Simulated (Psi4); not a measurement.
# Si2H4Cl (SMILES [SiH2][SiH2]Cl): UHSE06/aug-cc-pVDZ

What is the vertical electron affinity of Si2H4Cl at UHSE06/aug-cc-pVDZ? 

The results are computed with Psi4 1.11.

1 further run of the same task is left out (set aside as unsound or not needed).

**1. The structure to begin with**

Si2H4Cl: 7 atoms, total charge 0, spin state doublet. As SMILES, `[SiH2][SiH2]Cl`. The shape is that of a PBE0-D4/def2-TZVP optimisation. This is one conformer, not always the lowest.

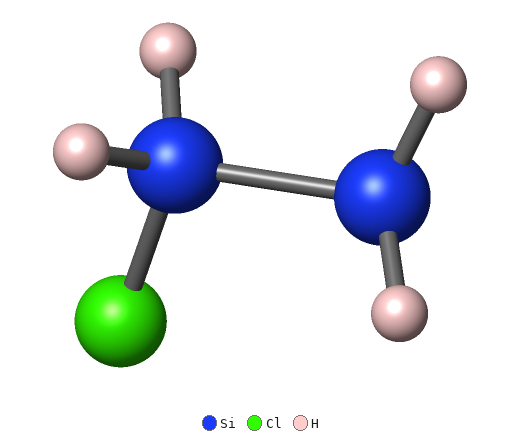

Viewed from a chosen angle; silicon blue, chlorine green, hydrogen pink.

**2. Energy and gradient at UHSE06/aug-cc-pVDZ**

calc.dat reads:

```
memory 1600 mb

molecule system {
  0 2
  Si
  Si 1 r2
  Cl 2 r3 1 a3
  H 1 r4 2 a4 3 d4
  H 1 r5 4 a5 2 d5
  H 2 r6 3 a6 1 d6
  H 2 r7 6 a7 3 d7

  r2 = 2.323836
  r3 = 2.062169
  a3 = 108.19449
  r4 = 1.487152
  a4 = 113.92807
  d4 = -58.91157
  r5 = 1.488943
  a5 = 110.68864
  d5 = 129.38368
  r6 = 1.484083
  a6 = 108.39122
  d6 = 119.45186
  r7 = 1.48611
  a7 = 108.91163
  d7 = -116.14644
  units angstrom
  symmetry c1
}

set {
  basis aug-cc-pVDZ
  reference uks
  puream true
  e_convergence 1e-09
  d_convergence 1e-08
  scf_type pk
  dft_radial_points 99
  dft_spherical_points 590
  maxiter 200
}

energy_value, wavefunction = gradient("hse06", return_wfn=True)
oeprop(wavefunction, "DIPOLE", "LOWDIN_CHARGES", "MAYER_INDICES", title="HSE06")
```

The run is started by

```bash
$ psi4 calc.dat calc.out -n 1
```

calc.out:

```text
[...]
  Running in c1 symmetry.
[...]
  Nuclear repulsion =  181.627489336329205
[...]
  Multiplicity = 2
[...]
  Nalpha       = 25
  Nbeta        = 24
[...]
    Number of basis functions: 117
[...]
   @UKS iter   1: -1041.16833865219360   -2.67068e-01   2.49194e-03 DIIS/ADIIS
[...]
   @UKS iter  12: -1041.23708316528860   -4.77485e-12   8.08657e-09 DIIS
[...]
   @S^2 Observed:                7.540646850E-01
[...]
    Orbital Energies [Eh]
    ---------------------
    Alpha Occupied:
       1A   -101.707065     2A    -66.304879     3A    -66.274619
       4A     -9.517277     5A     -7.247744     6A     -7.241554
       7A     -7.241475     8A     -5.364019     9A     -5.338610
      10A     -3.699957    11A     -3.696605    12A     -3.696180
      13A     -3.676511    14A     -3.670211    15A     -3.670118
      16A     -0.839089    17A     -0.577181    18A     -0.511087
      19A     -0.396863    20A     -0.388004    21A     -0.363726
      22A     -0.355897    23A     -0.316402    24A     -0.298167
      25A     -0.224715
    Alpha Virtual:
[...]
  @UKS Final Energy: -1041.23708316528860
   => Energetics <=
    Nuclear Repulsion Energy =            181.6274893363292051
    One-Electron Energy =               -1801.8770404369363405
    Two-Electron Energy =                 633.5562872176782321
    DFT Exchange-Correlation Energy =     -54.5438192823597205
    Empirical Dispersion Energy =           0.0000000000000000
    VV10 Nonlocal Energy =                  0.0000000000000000
    Total Energy =                      -1041.2370831652885954
[...]
  -Total Gradient:
     Atom            X                  Y                   Z
    ------   -----------------  -----------------  -----------------
       1        0.002434287080     0.001692557724    -0.000054308065
       2        0.000019089156    -0.009144207837     0.004530791439
       3        0.000042456509     0.012211297674    -0.004275675030
       4       -0.003056878923     0.001948393097     0.001540141011
       5        0.000547142322    -0.003656347761     0.001487478872
       6        0.003479760867    -0.001490938238    -0.001529142668
       7       -0.003466119746    -0.001567309118    -0.001694585835
[...]
 Multipole Moments:
 ------------------------------------------------------------------------------------
     Multipole            Electronic (a.u.)      Nuclear  (a.u.)        Total (a.u.)
 ------------------------------------------------------------------------------------
 L = 1.  Multiply by 2.5417464519 to convert [e a0] to [Debye]
 Dipole X            :         -0.8648204            0.8740137            0.0091933
 Dipole Y            :         -5.1530474            5.6578627            0.5048153
 Dipole Z            :          3.3814485           -3.6423652           -0.2609167
 Magnitude           :                                                    0.5683314
[...]
```

Wall time 1.8 min (1 thread of AMD EPYC 9R45 (Zen 5), shared host); peak memory 1 GiB.

**3. The singlet anion, same level**

clh4si2.in reads:

```
memory 1600 MB

molecule {
  -1 1
  Si    -1.304600     0.197100    -0.490100
  Si     0.776300    -0.077600     0.507200
  Cl     0.893700    -2.004700     1.231800
  H     -1.568700    -0.750400    -1.605500
  H     -1.580900     1.597700    -0.913100
  H      0.925300     0.861100     1.647000
  H      1.920200     0.108800    -0.423000
  symmetry c1
}

set basis aug-cc-pVDZ
set puream true
set e_convergence 1e-09
set d_convergence 1e-08
set scf_type pk
set dft_radial_points 99
set dft_spherical_points 590

result, w = gradient('hse06', return_wfn=True)
oeprop(w, 'DIPOLE', 'MULLIKEN_CHARGES', 'LOWDIN_CHARGES', title='HSE06')
```

The run is started by

```bash
$ psi4 -n 1 clh4si2.in clh4si2.out
```

clh4si2.out, cut to the lines that bear on the results:

```text
[...]
  Running in c1 symmetry.
[...]
  Nuclear repulsion =  181.627482998267340
[...]
  Multiplicity = 1
[...]
  Nalpha       = 25
  Nbeta        = 25
[...]
    Number of basis functions: 117
[...]
   @RKS iter   1: -1041.10443708002799   -2.03167e-01   3.74578e-03 ADIIS/DIIS
[...]
   @RKS iter  13: -1041.28773986038527   -6.13909e-12   2.05500e-09 DIIS
[...]
  @RKS Final Energy: -1041.28773986038527
   => Energetics <=
    Nuclear Repulsion Energy =            181.6274829982673396
    One-Electron Energy =               -1810.9603097829053695
    Two-Electron Energy =                 642.7523205213159372
    DFT Exchange-Correlation Energy =     -54.7072335970632011
    Empirical Dispersion Energy =           0.0000000000000000
    VV10 Nonlocal Energy =                  0.0000000000000000
    Total Energy =                      -1041.2877398603852726
[...]
  -Total Gradient:
     Atom            X                  Y                   Z
    ------   -----------------  -----------------  -----------------
       1        0.016933357127     0.008977459032    -0.032085240148
       2        0.024263517923    -0.026582214485     0.031617367028
       3       -0.006094845783     0.023209662102    -0.009993135308
       4       -0.007045929649     0.002414923221     0.012602700834
       5       -0.006218687201    -0.008837237012     0.007560902631
       6       -0.004500578715    -0.003138869583    -0.006328160741
       7       -0.017329820218     0.003950604456    -0.003373159750
[...]
 Multipole Moments:
 ------------------------------------------------------------------------------------
     Multipole            Electronic (a.u.)      Nuclear  (a.u.)        Total (a.u.)
 ------------------------------------------------------------------------------------
 L = 1.  Multiply by 2.5417464519 to convert [e a0] to [Debye]
 Dipole X            :          3.4185376           -1.6046835            1.8138541
 Dipole Y            :         -6.2864401            5.5092871           -0.7771530
 Dipole Z            :          4.4116828           -3.6214481            0.7902347
 Magnitude           :                                                    2.1256774
[...]
  Mulliken Charges: (a.u.)
   Center  Symbol    Alpha    Beta     Spin     Total
       1    SI     7.53435  7.53435  0.00000 -1.06869
       2    SI     7.20897  7.20897  0.00000 -0.41794
       3    CL     8.73176  8.73176  0.00000 -0.46353
[...]
```

It took 97 s on 1 thread of AMD EPYC 9R45 (Zen 5), shared host; peak memory 0.96 GiB.

**4. Summary of results**

At UHSE06/aug-cc-pVDZ:

```
                                                            quantity           value
                                       doublet Si2H4Cl: total energy  -1041.23708 Eh
                                      doublet Si2H4Cl: dipole moment          1.44 D
                 doublet Si2H4Cl: HOMO energy (highest over α and β)        -6.11 eV
                  doublet Si2H4Cl: LUMO energy (lowest over α and β)        -3.36 eV
                                               doublet Si2H4Cl: ⟨S²⟩           0.754
                           doublet Si2H4Cl: largest force on an atom      0.665 eV/Å
                                         singlet anion: total energy  -1041.28774 Eh
                                          singlet anion: HOMO energy         0.59 eV
                                          singlet anion: LUMO energy         2.78 eV
singlet anion: HOMO–LUMO gap (to an unbound level, set by the basis)         2.19 eV
                             singlet anion: largest force on an atom      2.463 eV/Å
                   vertical electron affinity (to the singlet anion)        1.378 eV
```

What this shows: At fixed nuclei the extra electron is bound by 1.38 eV (133 kJ/mol). The largest force (doublet Si2H4Cl) is 0.67 eV/Å: the shape isn't a stationary point for this species at this level. Mulliken charges (singlet anion) run from -1.07 on Si1 to +0.28 on H7; in a basis this large or diffuse they mean little. The HOMO (singlet anion) lies at positive energy, 0.59 eV; only total energies tell whether the electron is bound.
